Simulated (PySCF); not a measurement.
# Frequency calculation, with input and output: WO2 (charge −1)

The run: frequency calculation of WO2, charge −1, multiplicity 2. Method and program: UKS-based PBE0, W def2-SVPD with ECP60, O def2-SVPD; non-relativistic Hamiltonian with a scalar-relativistic core potential; density fitting (PySCF 2.14.0).

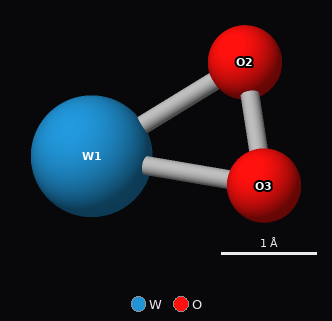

The input geometry (ball-and-stick view, seen at a tilt; atoms are numbered from 1 in the order of the input). Sticks mark near contacts. Bond lengths as drawn: O–O 1.44 Å and O–W 1.90 to 2.01 Å.

Input
```python
from pyscf import gto, scf, dft
mol = gto.M(atom='''
W     -0.013810     0.000000    -0.269037
O     -0.642076     0.000000     1.527237
O      0.801403     0.000000     1.566450''',
    basis={'W': 'def2-SVPD', 'O': 'def2-SVPD'},
    ecp={'W': 'def2-SVPD'},
    charge=-1, spin=1)
mf = dft.UKS(mol, xc='PBE0')
mf.grids.atom_grid = (75, 302)
aux = {'W': 'def2-universal-JKFIT', 'O': 'def2-universal-JKFIT'}
mf = mf.density_fit(auxbasis=aux)
mf.conv_tol = 1e-09
mf.diis_space = 10
mf.max_cycle = 60
mf.verbose = 4
mf.kernel()
```

The script is an equivalent of the set-up of the self-consistent field. The run itself was carried out by a driver, which started from the orbitals of the step before it where there was one and computed the further properties.

Hardware: 2 threads of Arm Neoverse V2, 24 GiB of memory available, shared host.

Command:
```bash
OMP_NUM_THREADS=2 python axn.py task.json out
```

Output
```
init E= -217.085719201919
  alpha nocc = 16  HOMO = 0.0167718556664305  LUMO = 0.123568106571985
  beta  nocc = 15  HOMO = -0.00396171713003649  LUMO = 0.105987261812296
  HOMO = 0.0167718556664  LUMO = 0.105987261812  gap/eV = 2.42767
cycle= 1 E= -217.085719201963  delta_E= -4.41e-11  |g|= 3.66e-06  |ddm|= 2.09e-05
  alpha nocc = 16  HOMO = 0.0167715727835365  LUMO = 0.123568121086554
  beta  nocc = 15  HOMO = -0.00396164812408893  LUMO = 0.105987171670241
  HOMO = 0.0167715727835  LUMO = 0.10598717167  gap/eV = 2.42768
Extra cycle  E= -217.08571920198  delta_E= -1.73e-11  |g|= 7.99e-06  |ddm|= 2.15e-05
converged SCF energy = -217.08571920198  <S^2> = 1.7673882  2S+1 = 2.8406958
```

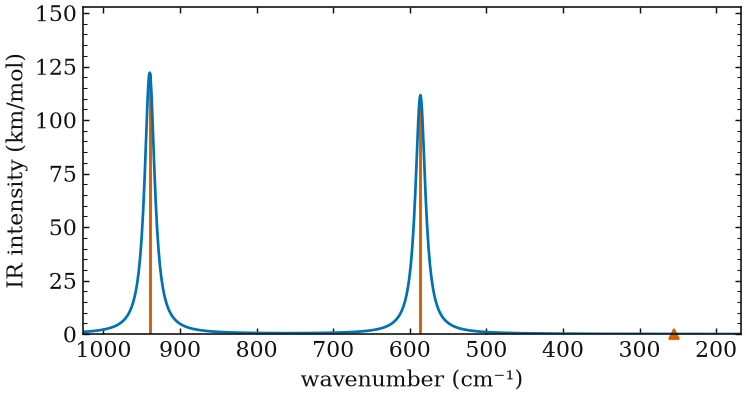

Harmonic infrared spectrum, unscaled: sticks (degenerate modes added up, dark ones marked on the axis) with a Lorentzian envelope of 16 cm⁻¹ full width, scaled to the tallest stick. 3 modes from 254 to 940 cm⁻¹, none imaginary. The strongest line is at 940 cm⁻¹ (122 km/mol). All modes, in cm⁻¹ (km/mol): 254 (0.0), 586 (112), 940 (122).

Results in brief

| quantity | value |
| --- | --- |
| outcome | converged |
| total energy | −217.085719 hartree |
| ⟨S²⟩ | 1.767 |
| zero-point energy | 0.004056 hartree |
| wavenumbers, lowest and highest | 254 and 940 cm⁻¹ |
| wall time | 65 s (CPU time 2 min) |
| peak memory | 0.77 GiB |

Remarks

Checks after the run noted: spin contamination. ⟨S²⟩ is 1.77 against 0.75 for a pure state: the solution is spin-contaminated. The highest filled orbital lies above zero: either the extra electron isn't bound at this level, or the self-interaction error of the functional lifts the level.
